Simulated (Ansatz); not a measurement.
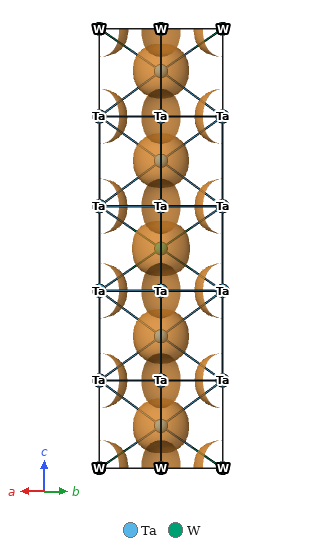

*Ta4W. Isosurface of the valence charge density (pseudo) at 0.5 e/Å³ (orange), seen along [110]. Sticks mark near contacts.*

Space group I4/mmm; a structure generated by program, which may or may not match a known phase.

All numbers below come from DFT PBE, scalar-relativistic, plane waves, PAW (Ansatz 0.2.0).

In a PAW calculation such maps are meaningful between the atoms, not at the nuclei.

**How is the density connected at this value?**

At this value the density breaks into separate islands; it holds about 70 % of the electrons treated as valence (semicore included). It bridges none of the near contacts. It is pinched off along the sampled Ta–W (2.81 Å), Ta–Ta (2.86 Å), Ta–Ta (3.18 Å) and Ta–Ta (3.28 Å) contacts. On the grid the lowest density along these lines, outside the cores, is 0.35 e/Å³ (Ta–W, 2.81 Å), 0.31 e/Å³ (Ta–Ta, 2.86 Å), 0.23 e/Å³ (Ta–Ta, 3.18 Å) and 0.22 e/Å³ (Ta–Ta, 3.28 Å).
